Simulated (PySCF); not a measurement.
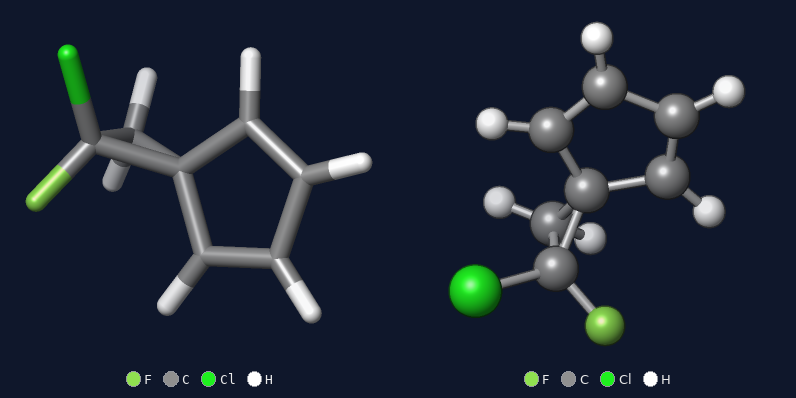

Two views of one molecule.

The computed structure is the end point of a GFN2-xTB optimisation. No frequency run is at hand to confirm it as a minimum.

What is the molecular formula?

Answer. C₇H₆ClF, 15 atoms: 7 carbon, 6 hydrogen, 1 chlorine and 1 fluorine.

What is the point group of this geometry?

Answer. C1.

Give a SMILES string for it.

Answer. F[C@]1(Cl)CC12C=CC=C2

Describe its rings.

Answer. Independent rings (smallest set): 1 of 3 members, 1 of 5 members.

How many bonds of each kind are drawn?

Answer. 8 C–C, 6 C–H, 1 C–F, 1 C–Cl.

The parts below concern this one geometry. Atoms keep their numbers from picture to picture.

**Electronic properties**

No frequency run is at hand to confirm it as a minimum. Method: PBE0/def2-SVPD, gas phase (PySCF 2.14.0). Excitations: vertical, linear response.

Computed properties:

- dipole moment: 1.98 D
- HOMO energy (Kohn–Sham orbital): −6.65 eV
- LUMO energy (Kohn–Sham orbital): −1.25 eV
- HOMO–LUMO gap: 5.40 eV
- mean static polarisability: 90.9 bohr³
- lowest vertical singlet excitation: 4.59 eV
- its oscillator strength: 0.040
- brightest of the 6 lowest singlets: 5.76 eV
- its oscillator strength: 0.11

**NMR shielding**

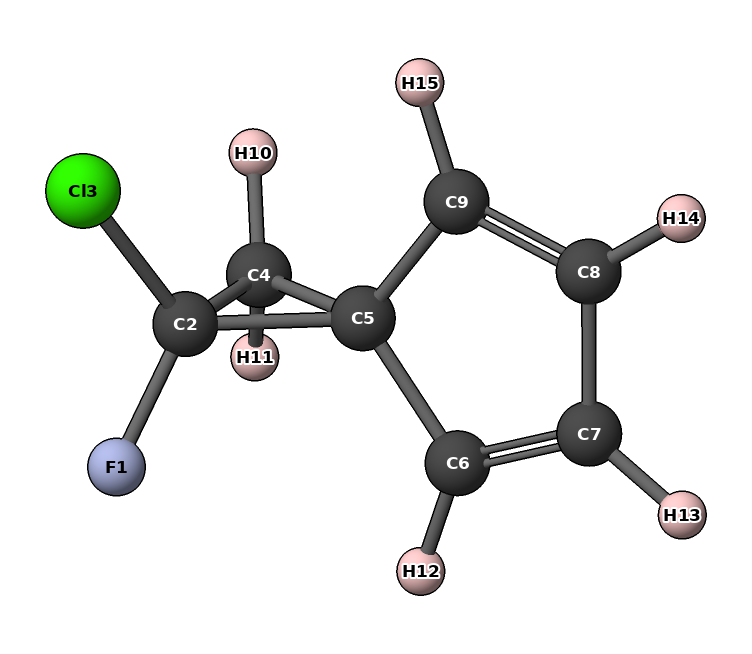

The questions are on isotropic NMR shieldings of the H atoms. No frequency run is at hand to confirm it as a minimum. Level of theory: GIAO PBE0/pcSseg-1 NMR shielding, non-relativistic, gas phase (PySCF 2.14.0).

List the isotropic NMR shieldings of the H atoms.

```csv
atom,σ (ppm)
H10,29.61
H11,29.26
H12,25.17
H13,24.96
H14,24.95
H15,25.28
```

**Ring current**

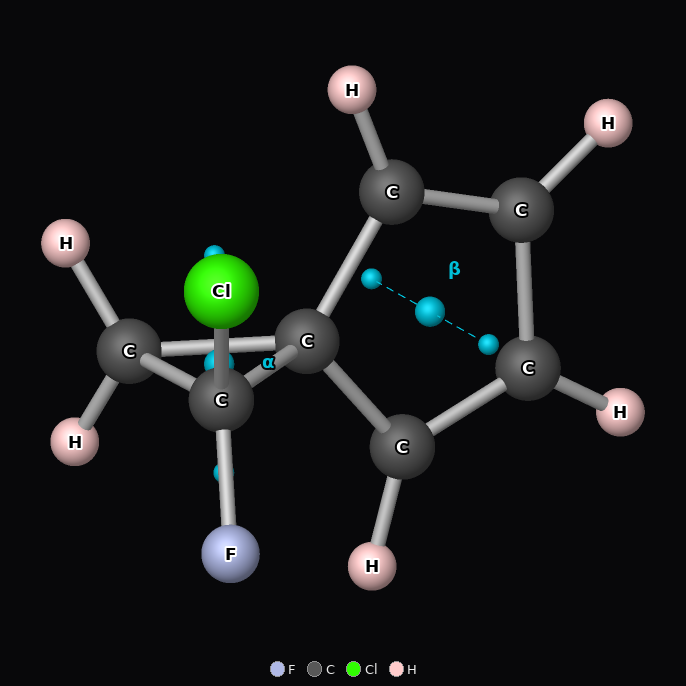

The small points mark where nucleus-independent chemical shifts (NICS) were computed: at the centre of each lettered ring and 1 Å above and below it. No frequency run is at hand to confirm it as a minimum. Level of theory: GIAO PBE0/pcSseg-1 NMR shielding, non-relativistic, gas phase (PySCF 2.14.0).

Give NICS(0), NICS(1) and the out-of-plane component NICS(1)zz for each ring (means of the two sides).

| ring | members | NICS(0) | NICS(1) | NICS(1)zz |
| --- | --- | --- | --- | --- |
| α | C3 | −34.9 | −5.9 | −15.4 |
| β | C5 | −1.6 | −4.3 | −8.0 |

Values in ppm.

**Quadrupole coupling**

No frequency run is at hand to confirm it as a minimum. Electric field gradients from the ground-state density, PBE0/pcSseg-1 (PySCF 2.14.0), non-relativistic apart from any core potentials.

Give the largest field-gradient component, the quadrupole coupling constant and the asymmetry for 35Cl at Cl3 (Q = −81.7 mb), 2H at H10 (Q = 2.86 mb), 2H at H11 (Q = 2.86 mb), 2H at H12 (Q = 2.86 mb), 2H at H13 (Q = 2.86 mb).

```csv
atom,V_zz (a.u.),e²qQ/h (MHz),η
Cl3,4.097,−78.7,0.05
H10,0.329,0.221,0.06
H11,0.327,0.220,0.06
H12,0.344,0.231,0.07
H13,0.342,0.230,0.05
```
